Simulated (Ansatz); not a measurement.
# NH3 (triplet): one geometry, many settings at distance H1–H2 along a hydrogen transfer = 0.693 Å

Aim: run NH3 (triplet) at one geometry under a spread of methods and options, and see what each costs and gives.

Computed with Ansatz 0.2.0, Gaussian basis. Level: the settings change from run to run.

6 further runs of the same task are left out: 6 that didn't finish.

## Step 1: The system

The geometry derives from fragments relaxed apart (PBE0/def2-TZVP) and kept rigid, so it is no stationary point. A hydrogen atom is moved between rigid fragments.

4 atoms, charge 0, spin multiplicity 3.

Atoms are counted from 1 here; the program's logs count them from 0.

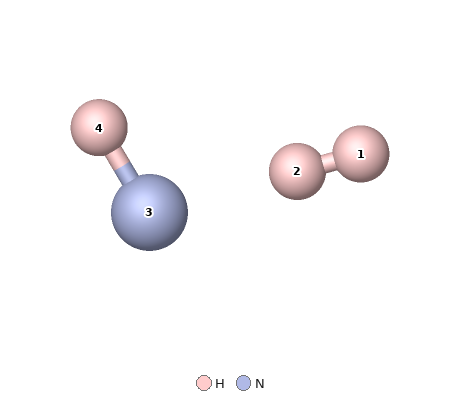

The geometry (hydrogen pink, nitrogen light blue); atoms are numbered from 1 in the order of the file.

## Step 2: CASCI(4,5)/6-31G

The input, in.yaml:

```yaml
crystal:
  periodic: [false, false, false]
  atoms:
    - {symbol: H, position_ang: [-2.094390, 0.059434, 0.000000]}
    - {symbol: H, position_ang: [-1.401390, 0.059434, 0.000000]}
    - {symbol: N, position_ang: [0.216610, 0.059434, 0.000000]}
    - {symbol: H, position_ang: [0.485692, -0.944792, 0.000000]}
basis:
  gaussian: {orbitals: 6-31G, fitting: {mean_field: def2-universal-jkfit}}
magnetization: {spin_polarized: false, initial_magnetization: 2}
correlation: {active_space: {window: {electrons: 4, orbitals: 5}, fixed_orbitals: true}}
accuracy: high
output: {forces: true}
```

On the command line:

```sh
$ ansatz run in.yaml --threads 1 --pin off --events-out ev --progress --plain --max-ram 2393MiB
```

The program printed:

```text
Functional definition: HF
  name "HF"
  cite "Fock, Z. Phys. 61, 126 (1930) doi:10.1007/BF01340294"
  parent pbe
  exchange = exact_x
  correlation = 0
131 factors; integrals over basis functions are off by at most 3.9e-2 eV
mean field evaluation 1: about -1524.0874 eV, gradient 1.0e1 eV
mean field evaluation 2: about -1524.8712 eV, gradient 2.5e0 eV
mean field evaluation 4: about -1524.9272 eV, gradient 2.2e-1 eV
mean field -1524.92771787 eV, -56.0400599984 hartree, gradient 3.7e-8 eV, S^2 2.000000; 0 other end points of the search recorded, 0 dependent functions left out
reference -1524.92771787 eV, -56.0400599984 hartree; 6, 4 occupied and 9, 11 virtual orbitals, 131 factors
state -1525.00270589 eV, -56.0428157574 hartree
the calculation of the forces begins
mean field evaluation 8: about -1524.9277 eV, gradient 3.7e-8 eV
Total energy: -1525.00270589 eV, -56.0428157574 hartree
Atom 0 at    -2.094390     0.059434     0.000000 Å, force    -2.405274    -0.158820     0.000000 eV/Å
Atom 1 at    -1.401390     0.059434     0.000000 Å, force     0.302231     0.174743    -0.000000 eV/Å
Atom 2 at     0.216610     0.059434     0.000000 Å, force     2.168141     0.054413     0.000000 eV/Å
Atom 3 at     0.485692    -0.944792     0.000000 Å, force    -0.065098    -0.070336    -0.000000 eV/Å
Dipole moment:     0.148656    -0.368905    -0.000000 e Å
```

Run time: 0.06 s. Hardware: 1 thread of Arm Neoverse V2, shared host.

From the report: 48 determinants; active occupations 2.00, 1.00, 1.00, 0.00, 0.00.

## Step 3: CCSD/6-31G

The input, in.yaml:

```yaml
crystal:
  periodic: [false, false, false]
  atoms:
    - {symbol: H, position_ang: [-2.094390, 0.059434, 0.000000]}
    - {symbol: H, position_ang: [-1.401390, 0.059434, 0.000000]}
    - {symbol: N, position_ang: [0.216610, 0.059434, 0.000000]}
    - {symbol: H, position_ang: [0.485692, -0.944792, 0.000000]}
basis:
  gaussian: {orbitals: 6-31G, point_charges: [{charge: 1.00, position_ang: [4.127, 0.904, -0.783]}]}
magnetization: {spin_polarized: false, initial_magnetization: 2}
hamiltonian: {xc: {name: r2SCAN}}
correlation: {method: ccsd, electrons: outside_noble_gas}
```

Same command.

The program printed, cut to the lines that bear on the results:

```text
Functional definition: r2SCAN
  name "r2SCAN"
  cite "Furness, Kaplan, Ning, Perdew & Sun, J. Phys. Chem. Lett. 11, 8208 (2020) doi:10.1021/acs.jpclett.0c02405"
  cite "Furness, Kaplan, Ning, Perdew & Sun, J. Phys. Chem. Lett. 11, 9248 (2020) doi:10.1021/acs.jpclett.0c03077"
  parent r2scan
[...]
228 factors; integrals over basis functions are off by at most 1.3e-3 eV
[...]
mean field -1532.77866841 eV, -56.3285771093 hartree, gradient 7.0e-7 eV, S^2 2.000000; 0 other end points of the search recorded, 0 dependent functions left out
1 core orbitals not correlated: weight in the atoms' cores, before any rotation towards them, 1.000 or more for the frozen orbitals, at most 0.000 for the correlated occupied ones
reference -1524.72155880 eV, -56.0324837926 hartree; 5, 3 occupied and 9, 11 virtual orbitals, 228 factors
second order -2.23950446 eV of doubles, -0.22776835 eV of singles
cycle   1  -2.78224537 eV  change   -3.1e-1 eV  update   4.1e-2
[...]
cycle  11  -2.95274671 eV  change    5.7e-7 eV  update   5.3e-6
Total energy: -1527.67430551 eV, -56.1409952327 hartree
```

It took 0.72 s on 1 thread of Arm Neoverse V2, shared host.

From the report: correlation -2.9527 eV; T1 0.026; largest double amplitude 0.04. The orbitals are Kohn-Sham ones, so correlation energy and T1 don't compare with those on Hartree-Fock orbitals.

## Step 4: BCCD(T) on ROHF/6-31++G**

The input, in.yaml:

```yaml
crystal:
  periodic: [false, false, false]
  atoms:
    - {symbol: H, position_ang: [-2.094390, 0.059434, 0.000000]}
    - {symbol: H, position_ang: [-1.401390, 0.059434, 0.000000]}
    - {symbol: N, position_ang: [0.216610, 0.059434, 0.000000]}
    - {symbol: H, position_ang: [0.485692, -0.944792, 0.000000]}
basis:
  gaussian: {orbitals: "6-31++G**"}
magnetization: {spin_polarized: false, initial_magnetization: 2}
correlation: {method: bccd_t, electrons: outside_noble_gas}
accuracy: high
output: {forces: true}
```

Same command.

The program printed, cut to the lines that bear on the results:

```text
Functional definition: HF
  name "HF"
  cite "Fock, Z. Phys. 61, 126 (1930) doi:10.1007/BF01340294"
  parent pbe
[...]
687 factors; integrals over basis functions are off by at most 3.4e-9 eV
[...]
mean field -1525.56062822 eV, -56.0633190249 hartree, gradient 2.0e-8 eV, S^2 2.000000; 0 other end points of the search recorded, 0 dependent functions left out
1 core orbitals not correlated: weight in the atoms' cores, before any rotation towards them, 1.000 or more for the frozen orbitals, at most 0.000 for the correlated occupied ones
reference -1525.56062822 eV, -56.0633190249 hartree; 5, 3 occupied and 31, 33 virtual orbitals, 687 factors
second order -3.85614321 eV of doubles, -0.12782932 eV of singles
cycle   1  -4.53305267 eV  change   -5.5e-1 eV  update   4.7e-2
[...]
cycle  25  -4.70464586 eV  change  -1.5e-10 eV  update  7.0e-10
perturbative correction -0.06798018 eV, -0.0024982254 hartree
[...]
Total energy: -1530.33325425 eV, -56.2387097967 hartree
Atom 0 at    -2.094390     0.059434     0.000000 Å, force    -2.845839    -0.128602    -0.000000 eV/Å
Atom 1 at    -1.401390     0.059434     0.000000 Å, force     1.330029     0.107995     0.000000 eV/Å
Atom 2 at     0.216610     0.059434     0.000000 Å, force     1.588404     0.204797    -0.000000 eV/Å
Atom 3 at     0.485692    -0.944792     0.000000 Å, force    -0.072594    -0.184190    -0.000000 eV/Å
Dipole moment:     0.088831    -0.327334    -0.000000 e Å
```

Wall time 3.9 s (1 thread of Arm Neoverse V2, shared host).

From the report: correlation -4.7726 eV; largest double amplitude 0.03.

## Step 5: The runs in one table

Where basis and cores are those of an earlier FCI/6-31G run (-1527.6768 eV), and the state is the same kind, the miss against it is given.

| level | correlated | functions | energy (eV) | from FCI (meV) | time |
| --- | --- | --- | --- | --- | --- |
| CASCI(4,5)/6-31G |  | 15 | -1525.0027 | 2674.1 | 0.06 s |
| CCSD/6-31G (beside a point charge, on r2SCAN orbitals) | outside noble gas | 15 | -1527.6743 |  | 0.72 s |
| BCCD(T) on ROHF/6-31++G** | outside noble gas | 37 | -1530.3333 |  | 3.9 s |

## Step 6: Results

```
quantity                             value
    runs                                 3
quickest          CASCI(4,5)/6-31G, 0.06 s
 slowest  BCCD(T) on ROHF/6-31++G**, 3.9 s
```

**Reading.** Total energies in different bases, with other cores or another treatment of relativity can't be set against each other. BCCD(T) on ROHF/6-31++G** took 64 times as long as CASCI(4,5)/6-31G; the jobs differ in more than the method. Hartree-Fock, CASSCF and CASCI lack dynamic correlation by design.
